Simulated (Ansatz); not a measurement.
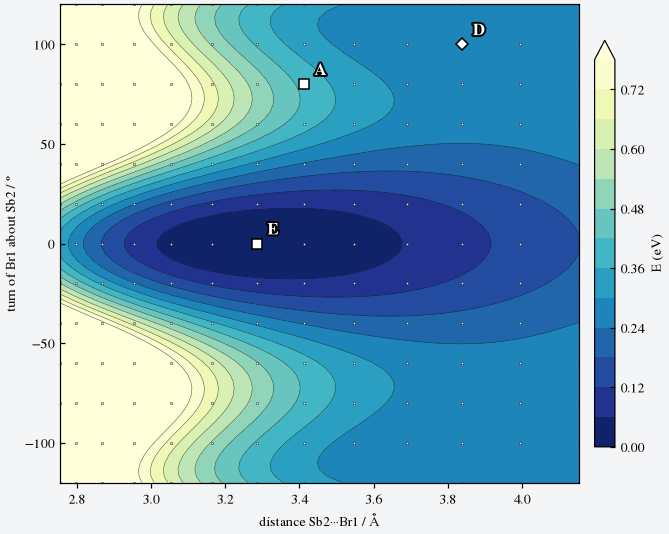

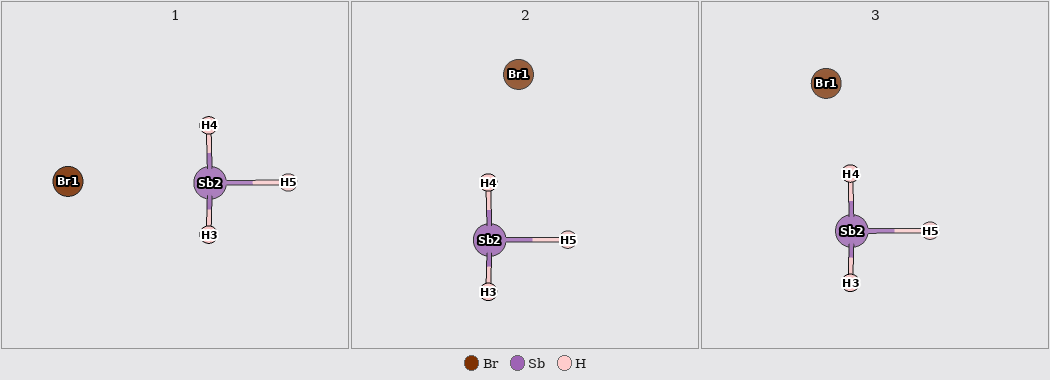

The pair Br···H₃Sb, charge −1. The turn is about an axis along (−0.10, −0.99, −0.05) in the frame of the relaxed pair, normal to the line between the partners. The first coordinate is: distance Sb2···Br1; the second: turn of Br1 about Sb2. The grid has 13 × 13 points; 114 points were computed and 55 follow by symmetry. Points are written as (first, second). Energies are in eV, from the lowest grid point. Computed with Ansatz, RKS B3LYP-D4/def2-TZVPD.

Drawn: filled contours, dots at the grid points, one colour for all values above the top of the scale, lettered points. Between grid points the surface is interpolated. The numbered pictures are the structures at these points, in random order.

Q: Which structure belongs to which point?

A: A is structure 3: (3.412 Å, 80°), 0.40 eV; D is structure 2: (3.839 Å, 100°), 0.25 eV; E is structure 1: (3.285 Å, 0°), 0.00 eV.
